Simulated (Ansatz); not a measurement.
# doublet C2H6Si+ at 6 levels

We compute a comparison of 6 runs (UB3LYP/6-31G*, U-r2SCAN/6-311+G**, UCAM-B3LYP/6-311+G**, RPA@PBE/6-311+G**, RPA@PBE0/6-311+G**) of doublet C2H6Si+. 

The results are computed with Ansatz 0.2.0.

34 further runs of the same task are left out: 34 set aside as unsound or not needed.

## Step 1: The system as given

C2H6Si+: 9 atoms, total charge +1, spin state doublet. SMILES of the parent species: `C[Si]C`. Geometry: relaxed at PBE0-D4/def2-TZVP. That shape belongs to the parent species and isn't relaxed for this state.

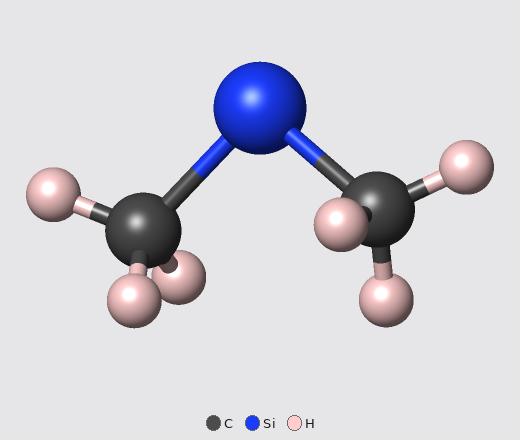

Viewed from a chosen angle; carbon dark grey, silicon blue, hydrogen pink.

## Step 2: The energy at UB3LYP/6-31G(d) (spherical functions) (run 1)

The input, run.yaml:

```yaml
crystal:
  periodic: [false, false, false]
  atoms:
    - {symbol: C, position_ang: [-0.527400, 1.047300, -0.805300]}
    - {symbol: Si, position_ang: [0.896800, -0.199700, -0.912800]}
    - {symbol: C, position_ang: [0.601900, -1.069400, 0.746000]}
    - {symbol: H, position_ang: [-1.430700, 0.480400, -1.082200]}
    - {symbol: H, position_ang: [-0.439700, 1.875000, -1.511000]}
    - {symbol: H, position_ang: [-0.703500, 1.436700, 0.202600]}
    - {symbol: H, position_ang: [-0.455600, -1.193000, 1.001000]}
    - {symbol: H, position_ang: [1.117900, -2.026600, 0.837300]}
    - {symbol: H, position_ang: [1.028800, -0.397000, 1.507100]}
basis:
  gaussian: {orbitals: 6-31G_st_-spherical.json}
accuracy: high
hamiltonian: {xc: {name: B3LYP}}
magnetization: {spin_polarized: true, initial_magnetization: 1}
output: {orbitals: {seedname: orbitals}}
total_charge: 1
```

The basis set 6-31G* is read from a file made from the Basis Set Exchange's data (not shown).

The run is started by

```sh
ansatz run run.yaml --threads 1 --pin off --max-ram 3480MiB --events-out events.jsonl --progress --plain --runs-dir runs
```

Output:

```text
Warning: RAYON_NUM_THREADS=1 ignored (pool sized by the plan → 1); use --threads N
Functional definition: B3LYP
  name "B3LYP"
  parameter a0 = 0.2
  parameter ax = 0.72
  parameter ac = 0.81
  exchange = (1 - a0 - ax)*slater_x + ax*b88_x + a0*exact_x
  correlation = (1 - ac)*vwn_rpa_c + ac*lyp_c
1388 factors; integrals over basis functions are off by at most 3.4e-9 eV
mean field evaluation 1: about -10023.4060 eV, gradient 5.8e1 eV
mean field evaluation 2: about -10001.8283 eV, gradient 7.7e1 eV
mean field evaluation 4: about -10040.0098 eV, gradient 2.7e0 eV
mean field evaluation 8: about -10040.2155 eV, gradient 1.2e-1 eV
mean field evaluation 16: about -10040.2157 eV, gradient 7.4e-5 eV
mean field -10040.21567336 eV, -368.9711204935 hartree, gradient 5.7e-8 eV, S^2 0.752285; 0 other end points of the search recorded, 0 dependent functions left out
reference -10040.21570662 eV, -368.9711217155 hartree; 16, 15 occupied and 42, 43 virtual orbitals, 1388 factors
Total energy: -10040.21570662 eV, -368.9711217155 hartree
```

Wall time 6.3 s (1 thread of Arm Neoverse V2, shared host); peak memory 0.24 GiB.

## Step 3: A single-point energy at UB3LYP/6-31G(d) (Cartesian functions) (run 2)

Changes to run.yaml since step 2:

```diff
@@ -1 +1,3 @@
+basis:
+  gaussian: {orbitals: "6-31G*"}
 crystal:
@@ -12,8 +14,6 @@
     - {symbol: H, position_ang: [1.028800, -0.397000, 1.507100]}
-basis:
-  gaussian: {orbitals: 6-31G_st_-spherical.json}
+total_charge: 1
+magnetization: {spin_polarized: true, initial_magnetization: 1}
+hamiltonian: {xc: {name: B3LYP}}
 accuracy: high
-hamiltonian: {xc: {name: B3LYP}}
-magnetization: {spin_polarized: true, initial_magnetization: 1}
 output: {orbitals: {seedname: orbitals}}
-total_charge: 1
```

The run is started by

```sh
ansatz run run.yaml --threads 1 --pin off --max-ram 3480MiB --events-out events.jsonl --progress --plain --runs-dir runs
```

Output:

```text
Warning: RAYON_NUM_THREADS=1 ignored (pool sized by the plan → 1); use --threads N
Functional definition: B3LYP
  name "B3LYP"
  parameter a0 = 0.2
  parameter ax = 0.72
  parameter ac = 0.81
  exchange = (1 - a0 - ax)*slater_x + ax*b88_x + a0*exact_x
  correlation = (1 - ac)*vwn_rpa_c + ac*lyp_c
1425 factors; integrals over basis functions are off by at most 3.4e-9 eV
mean field evaluation 1: about -10023.5015 eV, gradient 5.9e1 eV
mean field evaluation 2: about -10001.8377 eV, gradient 7.8e1 eV
mean field evaluation 4: about -10040.1297 eV, gradient 2.7e0 eV
mean field evaluation 8: about -10040.3066 eV, gradient 1.1e-1 eV
mean field evaluation 16: about -10040.3068 eV, gradient 6.9e-5 eV
mean field -10040.30676236 eV, -368.9744679525 hartree, gradient 5.9e-8 eV, S^2 0.752283; 0 other end points of the search recorded, 0 dependent functions left out
reference -10040.30679561 eV, -368.9744691742 hartree; 16, 15 occupied and 45, 46 virtual orbitals, 1425 factors
Total energy: -10040.30679561 eV, -368.9744691742 hartree
```

It took 6.3 s on 1 thread of Arm Neoverse V2, shared host; peak memory 0.25 GiB.

Run 3 isn't shown in full; the table further down has it.

## Step 4: A single-point energy at UCAM-B3LYP/6-311+G(d,p) (run 4)

The input, in.yaml:

```yaml
crystal:
  periodic: [false, false, false]
  atoms:
    - {symbol: C, position_ang: [-0.527400, 1.047300, -0.805300]}
    - {symbol: Si, position_ang: [0.896800, -0.199700, -0.912800]}
    - {symbol: C, position_ang: [0.601900, -1.069400, 0.746000]}
    - {symbol: H, position_ang: [-1.430700, 0.480400, -1.082200]}
    - {symbol: H, position_ang: [-0.439700, 1.875000, -1.511000]}
    - {symbol: H, position_ang: [-0.703500, 1.436700, 0.202600]}
    - {symbol: H, position_ang: [-0.455600, -1.193000, 1.001000]}
    - {symbol: H, position_ang: [1.117900, -2.026600, 0.837300]}
    - {symbol: H, position_ang: [1.028800, -0.397000, 1.507100]}
basis:
  gaussian:
    orbitals: 6-311+G_st__st_-spherical.json
total_charge: 1
magnetization:
  spin_polarized: true
  initial_magnetization: 1
hamiltonian:
  xc: {name: CAM-B3LYP}
accuracy: high
output:
  orbitals: {seedname: orbitals}
```

The basis set 6-311+G** is read from a file made from the Basis Set Exchange's data (not shown).

The run is started by

```sh
ansatz run in.yaml --threads 1 --pin off --max-ram 3480MiB --events-out events.jsonl --progress --plain --runs-dir runs
```

Output:

```text
Warning: RAYON_NUM_THREADS=1 ignored (pool sized by the plan → 1); use --threads N
Functional definition: CAM-B3LYP
  name "CAM-B3LYP"
  parameter alpha = 0.19
  parameter beta = 0.46
  parameter omega = 0.33/bohr
  parameter ac = 0.81
  exchange = (1 - alpha - beta)*b88_x + beta*b88_x_sr(omega) + alpha*exact_x + beta*exact_x_lr(omega)
  correlation = (1 - ac)*vwn5_c + ac*lyp_c
2140 factors; integrals over basis functions are off by at most 4.3e-9 eV
509 factors; integrals over basis functions are off by at most 2.6e-9 eV
mean field evaluation 1: about -10023.3633 eV, gradient 6.0e1 eV
mean field evaluation 2: about -10021.5773 eV, gradient 5.8e1 eV
mean field evaluation 4: about -10039.4959 eV, gradient 1.3e0 eV
mean field evaluation 8: about -10039.5763 eV, gradient 2.5e-2 eV
mean field evaluation 16: about -10039.5763 eV, gradient 1.3e-4 eV
mean field -10039.57632834 eV, -368.9476249973 hartree, gradient 8.0e-8 eV, S^2 0.753403; 0 other end points of the search recorded, 0 dependent functions left out
reference -10039.57635162 eV, -368.9476258529 hartree; 16, 15 occupied and 94, 95 virtual orbitals, 2140 factors
Total energy: -10039.57635162 eV, -368.9476258529 hartree
```

Run time: 14 s. Hardware: 1 thread of Arm Neoverse V2, shared host; peak memory 0.53 GiB.

Run 5 isn't shown in full; the table further down has it.

## Step 5: The energy at RPA@PBE0/6-311+G(d,p) (run 6)

Changes to run.yaml since step 3:

```diff
@@ -1,3 +1 @@
-basis:
-  gaussian: {orbitals: "6-31G*"}
 crystal:
@@ -14,6 +12,8 @@
     - {symbol: H, position_ang: [1.028800, -0.397000, 1.507100]}
+basis:
+  gaussian: {orbitals: 6-311+G_st__st_-spherical.json}
+magnetization: {spin_polarized: true, initial_magnetization: 1}
+hamiltonian: {xc: pbe0}
+correlation: {method: rpa, frozen_orbitals: {C: 1, H: 0, Si: 5}}
 total_charge: 1
-magnetization: {spin_polarized: true, initial_magnetization: 1}
-hamiltonian: {xc: {name: B3LYP}}
 accuracy: high
-output: {orbitals: {seedname: orbitals}}
```

The basis set 6-311+G** is read from a file made from the Basis Set Exchange's data (not shown).

The run is started by

```sh
ansatz run run.yaml --threads 1 --pin off --max-ram 3480MiB --events-out events.jsonl --progress --plain --runs-dir runs
```

Output (excerpt; [...] marks lines left out):

```text
Warning: RAYON_NUM_THREADS=1 ignored (pool sized by the plan → 1); use --threads N
Functional definition: PBE0
  name "PBE0"
[...]
2140 factors; integrals over basis functions are off by at most 4.3e-9 eV
[...]
mean field -10034.78122988 eV, -368.7714083789 hartree, gradient 1.4e-8 eV, S^2 0.752757; 0 other end points of the search recorded, 0 dependent functions left out
7 core orbitals not correlated: weight in the atoms' cores, before any rotation towards them, 1.000 or more for the frozen orbitals, at most 0.000 for the correlated occupied ones
reference -10009.79923400 eV, -367.8533369637 hartree; 9, 8 occupied and 94, 95 virtual orbitals, 2140 factors
Total energy: -10026.13256446 eV, -368.4535757871 hartree
```

It took 22 s on 1 thread of Arm Neoverse V2, shared host; peak memory 0.57 GiB.

## Step 6: All runs side by side

```
run                                level  Cartesian functions  frozen core orbitals  energy (Eh)  HOMO energy (eV)  LUMO energy (eV)   ⟨S²⟩  wall time
  1  UB3LYP/6-31G* (spherical functions)                   no                     –  -368.971122            -13.42            -10.44  0.752      6.3 s
  2  UB3LYP/6-31G* (Cartesian functions)                  yes                     –  -368.974469            -13.42            -10.43  0.752      6.3 s
  3                   U-r2SCAN/6-311+G**                   no                     –  -368.915644            -12.92            -10.58  0.754       20 s
  4                 UCAM-B3LYP/6-311+G**                   no                     –  -368.947626            -15.05             -9.19  0.753       14 s
  5                    RPA@PBE/6-311+G**                   no                     7  -368.504235                 –                 –  0.752       18 s
  6                   RPA@PBE0/6-311+G**                   no                     7  -368.453576                 –                 –  0.753       22 s
```

## Step 7: What came out

| quantity | value |
| --- | --- |
| run 6: total energy | -368.45358 Eh |
| run 6: RPA correlation energy (valence) | -600.2 mEh |
| run 6: ⟨S²⟩ of the reference determinant | 0.753 |

**Reading.** Totals of different functionals can't be ranked against each other. All runs together took 86 s, the longest 22 s.
